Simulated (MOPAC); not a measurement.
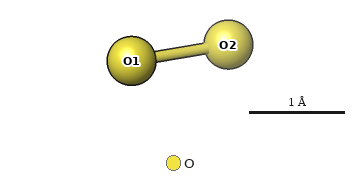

*The structure as given in the input (ball-and-stick view, seen at a tilt; atoms are numbered from 1 in the order of the input).*

## Run report: O₂ (charge +1), geometry relaxation

System: O₂, charge +1, multiplicity 2.
Method: MNDOD, unrestricted (MOPAC 23.2.5).

The starting geometry was optimised with MNDOD.

**Input file (o2.mop)**
```
MNDOD GNORM=0.05 CYCLES=300 CHARGE=1 DISP UHF AUX(PRECISION=9) THREADS=1
job O2

O 0.500700 1 -0.154867 1 0.248964 1
O -0.468879 1 0.160821 1 -0.246457 1
```

Run as:
```bash
mopac o2.mop
```

**Log**
```
MOPAC v23.2.5
MNDOD CALCULATION RESULTS

 *  MNDOD      - The MNDOD Hamiltonian to be used
 *  UHF        - UNRESTRICTED HARTREE-FOCK CALCULATION
 *
 *
 *
 *                 CHARGE ON SYSTEM = +1
 *
 *
 *
 *  THREADS=1  - MULTI-THREADING NOT USED
 *  CYCLES=    - DO A MAXIMUM OF 300 STEPS
 *  GNORM      - EXIT WHEN GRADIENT NORM DROPS BELOW 0.050
 *  AUX        - OUTPUT AUXILIARY INFORMATION
 *  DISP       - PRINT DISPERSION AND HYDROGEN BOND ENERGIES
MNDOD GNORM=0.05 CYCLES=300 CHARGE=1 DISP UHF AUX(PRECISION=9) THREADS=1
 job O2

   ATOM   CHEMICAL          X               Y               Z
  NUMBER   SYMBOL      (ANGSTROMS)     (ANGSTROMS)     (ANGSTROMS)

     1       O          0.50070000  *  -0.15486700  *   0.24896400  *
     2       O         -0.46887900  *   0.16082100  *  -0.24645700  *

          CARTESIAN COORDINATES

    NO.       ATOM           X           Y           Z

     1         O          0.5007     -0.1549      0.2490
     2         O         -0.4689      0.1608     -0.2465

           Empirical Formula: O2  =     2 atoms

      MOLECULAR POINT GROUP   :   D*h

          UHF CALCULATION, NO. OF ALPHA ELECTRONS =    6
                           NO. OF BETA  ELECTRONS =    5

          Geometry optimization using EF

          DIAGONAL MATRIX USED AS START HESSIAN
```

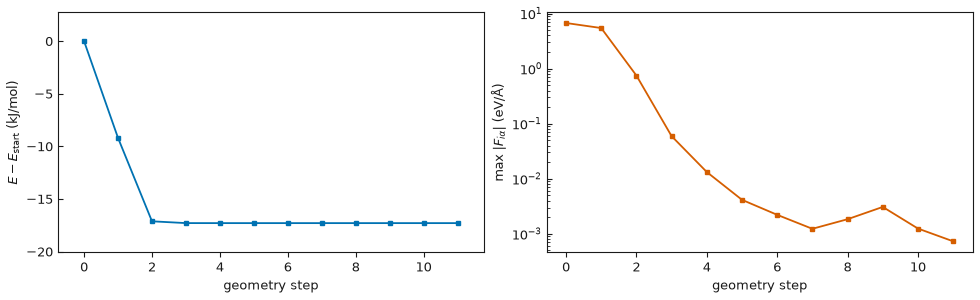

*Progress of the relaxation, step by step (steps are counted from 0).*

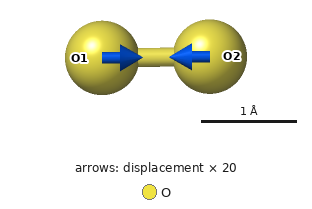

*The starting structure with the displacements as blue arrows, magnified 20 times (ball-and-stick view, seen at a tilt). The two geometries are laid on each other by the best rigid fit.*

The largest moves after the best rigid fit, 0.022 Å, are those of O1 and O2. Distances before and after: O1–O2 1.134 → 1.090 Å. Over 11 geometry steps the energy falls by 17.3 kJ/mol. Largest force component: 6.7 eV/Å at the start, 0.00073 eV/Å at the end. (Atoms are counted from 1 in the order of the input.)

```
 CYCLE:     1 TIME:   0.008 TIME LEFT:  2.00D  GRAD.:   256.897 HEAT:  264.2337
 CYCLE:     2 TIME:   0.000 TIME LEFT:  2.00D  GRAD.:   206.474 HEAT:  262.0373
 CYCLE:     3 TIME:   0.000 TIME LEFT:  2.00D  GRAD.:    28.190 HEAT:  260.1433
 CYCLE:     4 TIME:   0.000 TIME LEFT:  2.00D  GRAD.:     2.554 HEAT:  260.1025
 CYCLE:     5 TIME:   0.008 TIME LEFT:  2.00D  GRAD.:     0.549 HEAT:  260.1022
 CYCLE:     6 TIME:   0.000 TIME LEFT:  2.00D  GRAD.:     0.160 HEAT:  260.1021
 CYCLE:     7 TIME:   0.000 TIME LEFT:  2.00D  GRAD.:     0.095 HEAT:  260.1021
 CYCLE:     8 TIME:   0.000 TIME LEFT:  2.00D  GRAD.:     0.054 HEAT:  260.1021
 CYCLE:     9 TIME:   0.000 TIME LEFT:  2.00D  GRAD.:     0.073 HEAT:  260.1021
 CYCLE:    10 TIME:   0.000 TIME LEFT:  2.00D  GRAD.:     0.119 HEAT:  260.1021
 CYCLE:    11 TIME:   0.008 TIME LEFT:  2.00D  GRAD.:     0.058 HEAT:  260.1021
 CYCLE:    12 TIME:   0.000 TIME LEFT:  2.00D  GRAD.:     0.033 HEAT:  260.1021

     GRADIENT =  0.03297 IS LESS THAN CUTOFF =  0.05000

 -------------------------------------------------------------------------------
 MNDOD GNORM=0.05 CYCLES=300 CHARGE=1 DISP UHF AUX(PRECISION=9) THREADS=1
 job O2

     GEOMETRY OPTIMISED USING EIGENVECTOR FOLLOWING (EF).
     SCF FIELD WAS ACHIEVED

                              MNDOD CALCULATION

          FINAL HEAT OF FORMATION =        260.10212 KCAL/MOL =    1088.26725 KJ/MOL

          TOTAL ENERGY            =     -14519.74712 KCAL/MOL = ELECTRONIC ENERGY + CORE-CORE REPULSION
          ENERGY OF ATOMS         =      14779.84923 KCAL/MOL
                              SUM =        260.10212 KCAL/MOL
          DISPERSION ENERGY       =          0.00000 KCAL/MOL
                              SUM =        260.10212 KCAL/MOL = FINAL HEAT OF FORMATION

          TOTAL ENERGY            =       -629.62348 EV
          ELECTRONIC ENERGY       =      -1013.70759 EV
          CORE-CORE REPULSION     =        384.08411 EV
          COSMO AREA              =         48.81 SQUARE ANGSTROMS
          COSMO VOLUME            =         31.10 CUBIC ANGSTROMS

          GRADIENT NORM           =          0.03297          =       0.02331 PER ATOM
          IONIZATION POTENTIAL    =         22.551328 EV
          ALPHA SOMO LUMO (EV)    =        -22.551-11.755
          BETA  SOMO LUMO (EV)    =        -27.962-11.325
          NO. OF ALPHA ELECTRONS  =          6
          NO. OF BETA  ELECTRONS  =          5
          MOLECULAR WEIGHT        =         31.9988         POINT GROUP:  D*h

          MOLECULAR DIMENSIONS (Angstroms)

            Atom       Atom       Distance
            O     2    O     1     1.09040
            O     2    O     1     0.00000
            O     1    O     2     0.00000

          SCF CALCULATIONS        =         15

          WALL-CLOCK TIME         =      0.023 SECONDS
          COMPUTATION TIME        =      0.009 SECONDS

   ATOM   CHEMICAL          X               Y               Z
  NUMBER   SYMBOL      (ANGSTROMS)     (ANGSTROMS)     (ANGSTROMS)

     1       O          0.48493240  *  -0.14783923  *   0.23473950  *
     2       O         -0.45311140  *   0.15379323  *  -0.23223250  *

                             CARTESIAN COORDINATES

   1    O        0.484932401    -0.147839232     0.234739505
   2    O       -0.453111401     0.153793232    -0.232232505

           Empirical Formula: O2  =     2 atoms

      MOLECULAR POINT GROUP   :   D*h

          ALPHA EIGENVALUES
 -63.34423 -41.24912 -30.50334 -30.22755 -29.14553 -22.55133 -11.75469  -4.16464

           BETA EIGENVALUES
 -61.99438 -39.23586 -29.63927 -28.75978 -27.96200 -11.32484 -10.52706  -3.39308

              NET ATOMIC CHARGES AND DIPOLE CONTRIBUTIONS

  ATOM NO.   TYPE          CHARGE      No. of ELECS.   s-Pop       p-Pop
    1          O           0.500000        5.5000     1.91543     3.58457
    2          O           0.500000        5.5000     1.91543     3.58457
 DIPOLE           X         Y         Z       TOTAL
 POINT-CHG.    -0.000     0.000    -0.000     0.000
 HYBRID         0.000    -0.000     0.000     0.000
 SUM           -0.000     0.000    -0.000     0.000

          ATOMIC ORBITAL ELECTRON POPULATIONS

     Atom    s        px        py        pz
    1  O   1.91543   1.13174   1.42515   1.02768
    2  O   1.91543   1.13174   1.42515   1.02768

                    (SZ)    =    0.500000
                    (S**2)  =    0.750669

          ATOMIC ORBITAL SPIN POPULATIONS

    Atom   Total    s     px     py     pz
         Atomic
    1  O  0.5000  0.007  0.064  0.418  0.011
    2  O  0.5000  0.007  0.064  0.418  0.011

 *                    *
 * JOB ENDED NORMALLY *
 *                    *

 TOTAL JOB TIME:             0.02 SECONDS

 == MOPAC DONE ==
```

**Trajectory as extended XYZ (Å, eV, eV/Å), 12 frames, from step=0 to step=11**
```
2
Properties=species:S:1:pos:R:3:forces:R:3 step=0 energy=11.45826
O     0.5007   -0.1549    0.2490   -6.7362   2.1951  -3.4432
O    -0.4689    0.1608   -0.2465    6.7362  -2.1951   3.4432
2
Properties=species:S:1:pos:R:3:forces:R:3 step=1 energy=11.36301
O     0.4717   -0.1445    0.2316    5.4583  -1.7411   2.6942
O    -0.4399    0.1504   -0.2291   -5.4583   1.7411  -2.6942
2
Properties=species:S:1:pos:R:3:forces:R:3 step=2 energy=11.28088
O     0.4865   -0.1490    0.2356   -0.7491   0.2450  -0.3549
O    -0.4547    0.1550   -0.2331    0.7491  -0.2450   0.3549
2
Properties=species:S:1:pos:R:3:forces:R:3 step=3 energy=11.27911
O     0.4844   -0.1480    0.2362   -0.0594   0.0191  -0.0473
O    -0.4525    0.1540   -0.2337    0.0594  -0.0191   0.0473
2
Properties=species:S:1:pos:R:3:forces:R:3 step=4 energy=11.27910
O     0.4848   -0.1483    0.2347    0.0133  -0.0019   0.0102
O    -0.4530    0.1542   -0.2321   -0.0133   0.0019  -0.0102
2
Properties=species:S:1:pos:R:3:forces:R:3 step=5 energy=11.27909
O     0.4847   -0.1481    0.2349    0.0026  -0.0001  -0.0041
O    -0.4529    0.1541   -0.2324   -0.0026   0.0001   0.0041
2
Properties=species:S:1:pos:R:3:forces:R:3 step=6 energy=11.27909
O     0.4848   -0.1481    0.2348   -0.0018   0.0022   0.0005
O    -0.4530    0.1541   -0.2323    0.0018  -0.0022  -0.0005
2
Properties=species:S:1:pos:R:3:forces:R:3 step=7 energy=11.27909
O     0.4848   -0.1481    0.2348    0.0003   0.0010  -0.0012
O    -0.4530    0.1540   -0.2323   -0.0003  -0.0010   0.0012
2
Properties=species:S:1:pos:R:3:forces:R:3 step=8 energy=11.27909
O     0.4849   -0.1479    0.2348    0.0013  -0.0018   0.0000
O    -0.4531    0.1538   -0.2323   -0.0013   0.0018   0.0000
2
Properties=species:S:1:pos:R:3:forces:R:3 step=9 energy=11.27909
O     0.4849   -0.1480    0.2348    0.0017   0.0031  -0.0010
O    -0.4530    0.1539   -0.2323   -0.0017  -0.0031   0.0010
2
Properties=species:S:1:pos:R:3:forces:R:3 step=10 energy=11.27909
O     0.4849   -0.1479    0.2348    0.0008   0.0012  -0.0010
O    -0.4531    0.1539   -0.2323   -0.0008  -0.0012   0.0010
2
Properties=species:S:1:pos:R:3:forces:R:3 step=11 energy=11.27909
O     0.4849   -0.1478    0.2347    0.0007   0.0005  -0.0004
O    -0.4531    0.1538   -0.2322   -0.0007  -0.0005   0.0004
```

**Results in brief**

```json
{"quantity": "outcome", "value": "converged"}
{"quantity": "total energy", "value": "−23.138236 hartree"}
{"quantity": "dispersion energy", "value": "0.000000 hartree"}
{"quantity": "heat of formation", "value": "260.10 kcal/mol"}
{"quantity": "basis functions", "value": "8"}
{"quantity": "largest force", "value": "0.001 eV/Å"}
{"quantity": "⟨S²⟩", "value": "0.751"}
{"quantity": "hardware", "value": "1 thread of AMD EPYC (Zen 5), 128 GiB of memory available, shared host"}
{"quantity": "peak memory", "value": "0.071 GiB"}
```

**Remarks**

MOPAC's energies along a path are heats of formation.
